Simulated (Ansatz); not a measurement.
# Br₂F₂Hf: what the fields show

```yaml
atoms:
  - { symbol: Br, position_ang: [1.9008, -1.3994, 1.5181] }
  - { symbol: Br, position_ang: [-0.3907, 1.8048, 0.4560] }
  - { symbol: F, position_ang: [1.0700, -0.5168, -1.8631] }
  - { symbol: F, position_ang: [-1.2535, -1.6224, -0.1854] }
  - { symbol: Hf, position_ang: [0.2787, -0.5130, -0.1444] }
```

Geometry: PBE0-D4/def2-SVP; core potentials replace the inner electrons of Hf.

Theory: isolated molecule in a Gaussian basis; Kohn-Sham density functional theory, functional PBE0 in Ansatz.

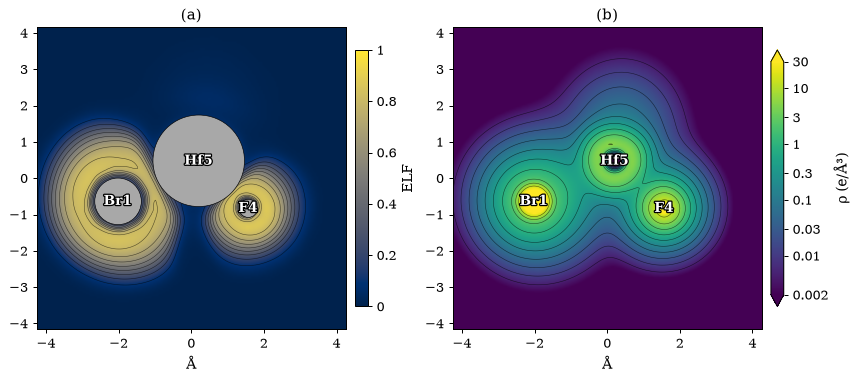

Figure 1. (a) ELF; (b) electron density on the plane of atoms Br1, Hf5 and F4. Grey discs cover the atomic cores in the ELF map.

### Describe what can be read from this map.

- The section cuts through Br, F and Hf sites.
- Hf–F (1.89 Å): the density is about 0.95 e/Å³ at the midpoint; the ELF peaks at about 0.85 in the valence shell of F, 0.5 Å from its nucleus, and drops to about 0.25 between the two atoms.
- Hf–Br (2.49 Å): ρ is about 0.56 e/Å³ halfway; the ELF peaks at about 0.75 in the valence shell of Br, 1.0 Å from its nucleus, and is about 0.50 at the midpoint.

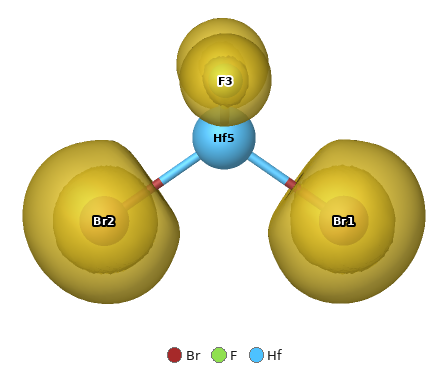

Figure 2. Isosurface of the electron localisation function at 0.75 (yellow), seen across its widest extent. Only the valence region is drawn (cores and ρ < 0.01 e/Å³ removed).

### Identify the bonds, lone pairs and shells in this picture.

The ELF exceeds this value in two regions wrapped around Br (the valence shell of each) and two regions wrapped around F (the valence shell of each).

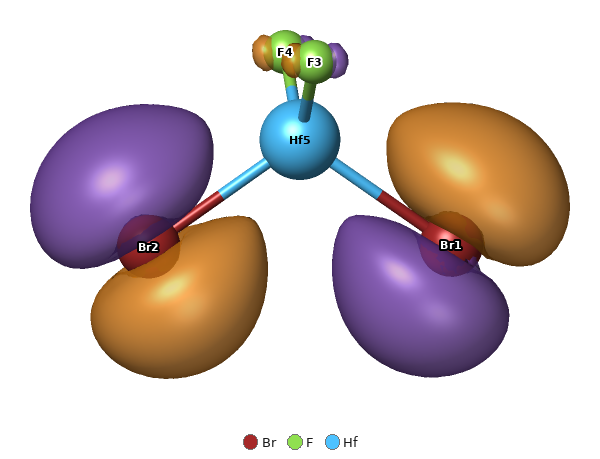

Figure 3. The HOMO at ±0.08 Å⁻³ᐟ² (orange and purple are the two phases), seen across its widest extent.

### What is the character of this orbital?

By Hirshfeld shares it lies mainly on Br1 (about 45 %) and Br2 (about 45 %); largely a combination of lone pairs on Br1 and Br2. Its energy is −9.08 eV.

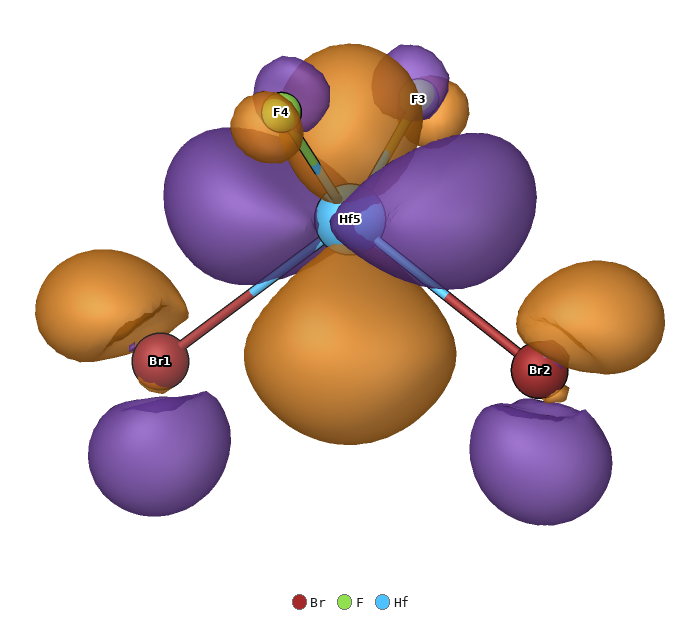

Figure 4. The LUMO at ±0.1 Å⁻³ᐟ² (orange and purple are the two phases), seen at an oblique angle.

### Where does this orbital lie, and at what energy?

By Hirshfeld shares it lies mainly on Hf5 (about 65 %), Br1 (about 15 %) and Br2 (about 15 %). Its energy is −1.97 eV.
